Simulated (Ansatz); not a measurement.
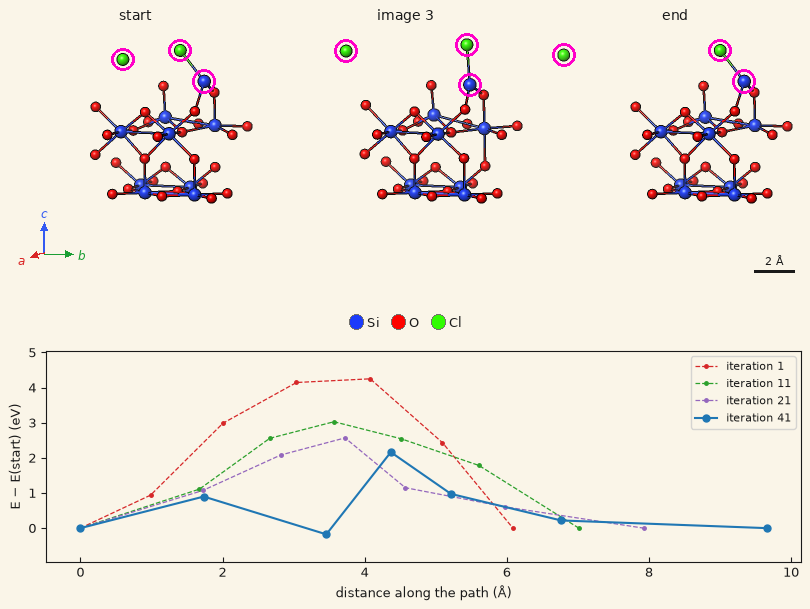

A nudged-elastic-band calculation for SiCl2 on SiO2(110) (27 atoms in the cell). Images are numbered from 0 (start) to 6 (end). The plot follows the band through its iterations. The picture is a ball-and-stick view of the simulation cell, with the vacuum cut short (origin moved), seen slightly off an axis. The atoms that move most are ringed. Bonds to atoms that aren't drawn are left out.

All numbers below come from DFT PBEsol, scalar-relativistic, plane waves, PAW (Ansatz 0.2.0). Settings: plane-wave cutoff 420 eV; k-point mesh 2 × 2 × 1; Fermi-Dirac smearing 0.05 eV; 8 atoms held fixed; 5 movable images; climbing image; force threshold 0.03 eV/Å; iteration limit 41; optimiser L-BFGS; starting path by image-dependent pair potential.

How did the profile develop, and is the result final?

The result isn't final. The band hadn't converged when the run stopped after 41 iterations. The barrier read from it is provisional: over the last two iterations the highest image moved from 2.21 eV to 2.16 eV. The first iteration put the highest image at 4.25 eV. Relative to the start the highest point is image 3 at +2.16 eV and the end lies at 0.00 eV, but the profile dips to −0.18 eV at image 2 on the way, so there may be more than one step; on an unconverged band the side maxima are provisional.

Limits of the set-up: the periodic images lie only 5.3 Å apart, so the values are limited by the cell's size.

PAW datasets: the set soft_1.
